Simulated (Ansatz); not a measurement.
Frequency calculation, with input and output: CH5ClGe

System: CH5ClGe.
Method: RKS PBE/def2-SVP (Ansatz 0.2.0).

It belongs to a series of runs on one base structure; here: vibrations at the highest image of the band.

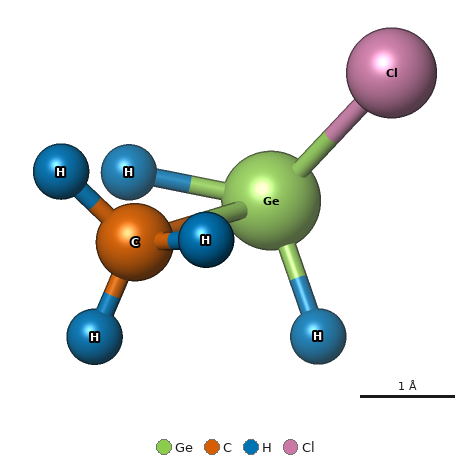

**Figure 1.** The structure (ball-and-stick view, seen at a tilt). Sticks mark near contacts. Bond lengths as drawn: Cl–Ge 2.20 Å, C–Ge 2.32 Å, C–H 1.10 to 1.11 Å and Ge–H 1.55 Å.

## The input
```yaml
crystal:
  periodic: [false, false, false]
  atoms:
    - { symbol: Ge, position_ang: [0.343922, 0.067149, -0.472366] }
    - { symbol: C, position_ang: [1.028154, 0.004396, 1.738601] }
    - { symbol: H, position_ang: [0.081768, -0.390135, 2.15341] }
    - { symbol: H, position_ang: [1.860868, -0.68061, 1.984322] }
    - { symbol: H, position_ang: [1.241035, 1.038095, 2.065839] }
    - { symbol: H, position_ang: [1.758117, -0.106016, 0.141979] }
    - { symbol: H, position_ang: [-0.524469, 1.268948, -0.019814] }
    - { symbol: Cl, position_ang: [-0.892494, -1.748525, -0.333872] }
basis:
  gaussian: { orbitals: def2-SVP }
hamiltonian:
  xc: pbe
phonons: {}
```

Launched with:
```bash
ansatz run input.yaml --threads 2 --pin off --max-ram 3072MiB --backend cpu --events-out ev --progress --plain --runs-dir out
```

## Output
```
Engine: ansatz 0.2.0, x86_64-unknown-linux-gnu
Functional definition: PBE
  parameter kappa = 0.804
  parameter beta = 0.06672455060314922
  exchange = pbe_x(kappa = kappa, mu = beta*pi^2/3)
  correlation = pbe_c(beta = beta)
994 factors; their error is unknown
mean field evaluation 1: about -70120.6733 eV, gradient 6.2e1 eV
mean field evaluation 2: about -70087.3502 eV, gradient 1.1e2 eV
mean field evaluation 4: about -70130.0785 eV, gradient 1.4e1 eV
mean field evaluation 8: about -70130.8888 eV, gradient 2.5e-1 eV
mean field evaluation 16: about -70130.8325 eV, gradient 2.5e-4 eV
mean field -70130.83245719 eV, -2577.2605564161 hartree, gradient 3.7e-5 eV, S^2 0.000000; 0 other end points of the search recorded, 0 dependent functions left out
the calculation of the forces begins
reference -70130.83248813 eV, -2577.2605575531 hartree; 30, 30 occupied and 59, 59 virtual orbitals, 994 factors
these checks for a lower state are left out or cut short: stability, starts, cluster_reference, orbital_swaps, neighbouring_geometries, increment
994 factors; their error is unknown
mean field -70130.83239450 eV, -2577.2605541125 hartree, gradient 2.0e-6 eV, S^2 0.000000; 0 other end points of the search recorded, 0 dependent functions left out
[... from here on the field's lines of each further geometry are left out, up to the last ...]
the calculation of the forces begins
reference -70130.83246427 eV, -2577.2605566764 hartree; 30, 30 occupied and 59, 59 virtual orbitals, 994 factors
these checks for a lower state are left out or cut short: stability, starts, cluster_reference, orbital_swaps, neighbouring_geometries, increment
994 factors; their error is unknown
mean field -70130.83247617 eV, -2577.2605571138 hartree, gradient 1.6e-6 eV, S^2 0.000000; 0 other end points of the search recorded, 0 dependent functions left out
the calculation of the forces begins
reference -70130.83250711 eV, -2577.2605582509 hartree; 30, 30 occupied and 59, 59 virtual orbitals, 994 factors
WARN: phonons: modes at or below zero, which the zero-point energy, F, S and C_V leave out: 1, the lowest at -1060.58 cm⁻¹. A minimum has none, and a first-order saddle one
Total energy: -70130.83248813 eV, -2577.2605575531 hartree
Atom 0 at     0.343922     0.067149    -0.472366 Å, force     0.005973    -0.017417     0.010102 eV/Å
Atom 1 at     1.028154     0.004396     1.738601 Å, force    -0.008806     0.016409     0.000258 eV/Å
Atom 2 at     0.081768    -0.390135     2.153410 Å, force     0.012384     0.010210    -0.001333 eV/Å
Atom 3 at     1.860868    -0.680610     1.984322 Å, force    -0.001359     0.002078    -0.016420 eV/Å
Atom 4 at     1.241035     1.038095     2.065839 Å, force    -0.000855    -0.007982     0.017547 eV/Å
Atom 5 at     1.758117    -0.106016     0.141979 Å, force    -0.003174    -0.007594     0.000047 eV/Å
Atom 6 at    -0.524469     1.268948    -0.019814 Å, force    -0.005014    -0.001190    -0.001634 eV/Å
Atom 7 at    -0.892494    -1.748525    -0.333872 Å, force     0.000851     0.005485    -0.008567 eV/Å
Dipole moment:     0.259968     0.311465     0.180557 e Å
Vibrations: -1060.58 129.66 160.74 364.74 396.88 513.92 567.70 644.89 757.06 844.54 1080.21 1358.08 1378.90 2056.80 2121.66 2988.99 3118.94 3139.74 cm⁻¹, zero-point energy 1.340484 eV
```

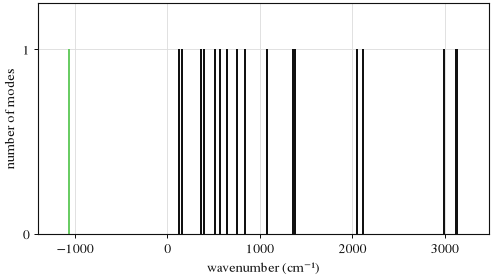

**Figure 2.** Harmonic vibrational wavenumbers from the force constants; neighbouring modes closer than 19 cm⁻¹ are counted in one stick, and imaginary ones are drawn at negative wavenumbers. 18 modes from 1061i to 3140 cm⁻¹, 1 imaginary beyond 8i (1061i cm⁻¹): a first-order saddle point, if the geometry is stationary.

## Summary

| quantity | value |
| --- | --- |
| outcome | converged |
| total energy | −70130.8325 eV |
| mean-field energy | −70130.8325 eV |
| largest force (length of the vector) | 0.021 eV/Å |
| hardware | 2 threads of Intel Xeon (Granite Rapids), 32 GiB of memory available, shared host |
| wall time | 21 s (CPU time 39 s) |
| peak memory | 0.14 GiB |
